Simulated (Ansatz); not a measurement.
# C₂H₁₁SbSi₂: what the fields show

Input file:

```
crystal:
  periodic: [false, false, false]
  atoms:
    - { symbol: C, position_ang: [-0.7935, -1.446, -0.548] }
    - { symbol: C, position_ang: [0.4452, -0.6522, -0.2584] }
    - { symbol: Sb, position_ang: [1.8842, -1.0567, -1.8113] }
    - { symbol: Si, position_ang: [0.2273, 1.211, -0.1849] }
    - { symbol: Si, position_ang: [-1.1614, 1.6922, 1.5356] }
    - { symbol: H, position_ang: [-1.2662, -1.0554, -1.5334] }
    - { symbol: H, position_ang: [-1.5617, -1.2244, 0.2474] }
    - { symbol: H, position_ang: [-0.5966, -2.4735, -0.6187] }
    - { symbol: H, position_ang: [0.8603, -0.9701, 0.7607] }
    - { symbol: H, position_ang: [3.2115, -0.3901, -0.7819] }
    - { symbol: H, position_ang: [2.1679, -2.6852, -1.1582] }
    - { symbol: H, position_ang: [1.4609, 1.8961, 0.0046] }
    - { symbol: H, position_ang: [-0.528, 1.6781, -1.4454] }
    - { symbol: H, position_ang: [-0.5621, 1.2296, 2.8102] }
    - { symbol: H, position_ang: [-1.347, 3.1412, 1.6291] }
    - { symbol: H, position_ang: [-2.4636, 1.0829, 1.397] }
basis:
  gaussian: { orbitals: def2-SVP }
hamiltonian:
  xc: hf
relax:
  f_tol: 0.015
  max_steps: 40
output:
  orbitals: {}
```

Command:

```sh
ansatz run input.yaml --threads 2 --pin off --max-ram 3072MiB --backend cpu --events-out ev --progress --plain --runs-dir out
```

The fields are those of the run's last geometry, not of the input's.

Core potentials replace the inner electrons of Sb.

These are results of RHF/def2-SVP in Ansatz, not measurements.

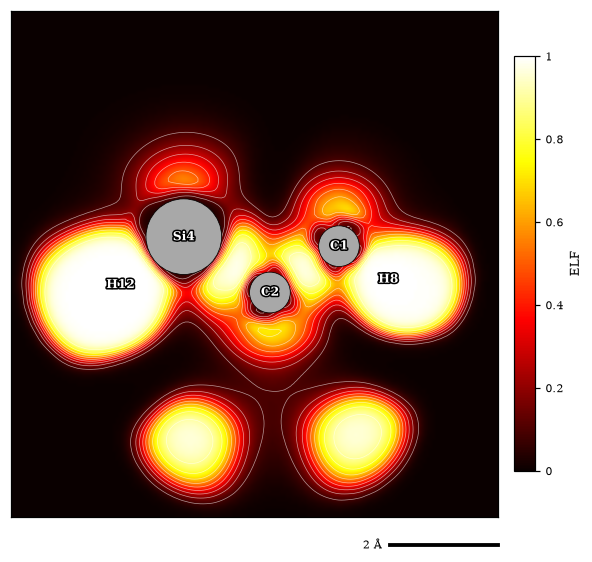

Figure 1. ELF on the plane of atoms C2, C1 and H8. Grey discs cover the atomic cores.

Interpret the plot.

Atoms in the plane: C, Si and H. C–C (1.54 Å): the ELF peaks at about 0.95 between the atoms, as expected for localised, covalent bonding. C–Si (1.90 Å): the ELF peaks at about 1 between the atoms: a covalent bond. C–H (1.09 Å): the ELF climbs to about 1 towards the hydrogen, as it does in any bond to H; a covalent bond by its length. Si–H (1.49 Å): the ELF climbs to about 1 towards the hydrogen.

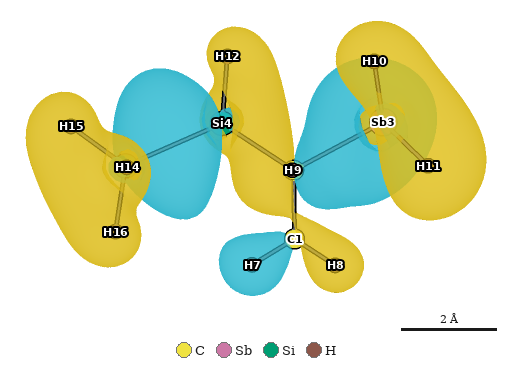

Figure 2. The HOMO−1 at ±0.05 Å⁻³ᐟ² (yellow and cyan are the two phases), seen across its widest extent.

Where does this orbital lie, and at what energy?

It lies mainly on Sb3 (about 20 %), Si5 (about 20 %), Si4 (about 20 %), C2 (about 10 %) and H11 (about 10 %). Its energy is −10.31 eV.
